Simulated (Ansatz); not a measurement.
The figure comes from a scan of LaTl3 (Cu3Au type): a phonon pattern at X = (0.5, 0.0, 0.0) is frozen into a 8-atom cell, Q being the largest atomic displacement. These are LDA (plane waves to 420 eV, PAW, scalar-relativistic; Ansatz, an electronic-structure program) values and carry that method's errors. k mesh 5×10×10 (Γ-centred), Fermi-Dirac smearing 0.05 eV. Energies are smeared free energies. With partly filled bands, energies and forces of such displacements shift with the k mesh and the smearing. LaTl3 is run without spin polarisation. LaTl3 was relaxed with its symmetry unable to fall. Spin-orbit coupling is left out, though Tl is heavy. ΔE is measured from the undisplaced structure.

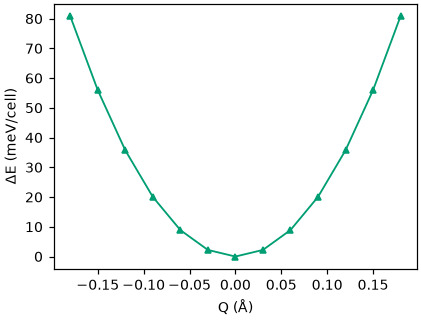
ΔE (meV/cell) against Q (Å); one marker a computed point.

Q: Turn the plot into a table (rounded to what can be read).

A: To the nearest 2:

```
Q (Å)   ΔE (meV/cell)
------  -------------
-0.180             80
-0.150             56
-0.120             36
-0.090             20
-0.060              8
-0.030              2
0.000               0
0.030               2
0.060               8
0.090              20
0.120              36
0.150              56
0.180              80
```

(A displaced cell: forces are minus the slopes of the energy, force constants its curvatures, and phonons follow from these.)
